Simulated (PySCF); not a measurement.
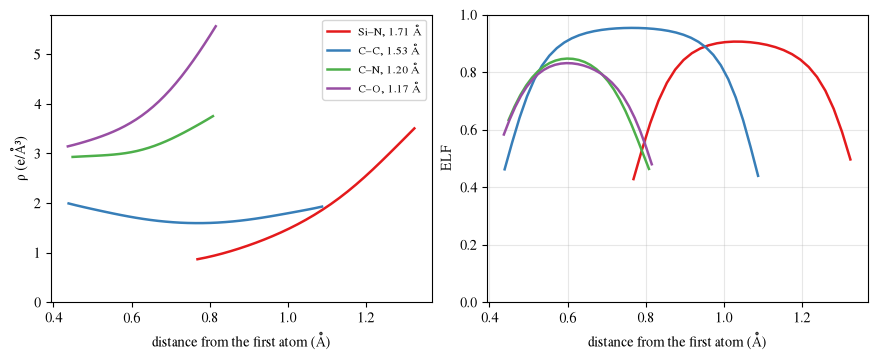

*C5H5N3O3Si (SMILES CC[Si](N=C=O)(N=C=O)N=C=O). Total electron density and ELF along straight lines between neighbouring atoms. The curves leave out the atomic cores.*

Geometry: PBE0-D3(BJ)/def2-SVP.

Method: PBE0/pcSseg-1, SCF density, gas phase, non-relativistic in PySCF.

```csv
atom,x (Å),y (Å),z (Å)
Si,-0.1765,-0.2525,-0.4050
C,-0.2310,-0.3399,1.4423
C,0.5017,0.8036,2.1397
H,0.1908,-1.3175,1.7340
H,-1.2943,-0.3687,1.7373
H,0.4350,0.7139,3.2341
H,1.5698,0.8181,1.8733
H,0.0792,1.7816,1.8619
N,1.4422,-0.2508,-0.9614
C,2.5523,-0.2473,-1.4110
O,3.6370,-0.2456,-1.8377
N,-0.9268,1.1775,-0.9711
C,-1.4103,2.1487,-1.4793
O,-1.8877,3.0972,-1.9593
N,-0.9778,-1.5870,-1.1097
C,-1.5066,-2.5138,-1.6538
O,-2.0254,-3.4183,-2.1739
```

What can be read from the curves?

Answer. Si–N (1.71 Å): ρ is about 1 e/Å³ halfway; the ELF peaks at about 0.90 between the atoms (a shared but strongly polarised pair).
C–C (1.53 Å): the density is about 1.6 e/Å³ at the midpoint; the ELF peaks at about 0.95 between the atoms; a covalent bond.
C–N (1.20 Å): the density is about 3 e/Å³ at the midpoint; the ELF peaks at about 0.85 between the atoms; a short, multiple covalent bond.
C–O (1.17 Å): ρ at the midpoint is about 3.5 e/Å³; the ELF peaks at about 0.85 between the atoms; a multiple bond.
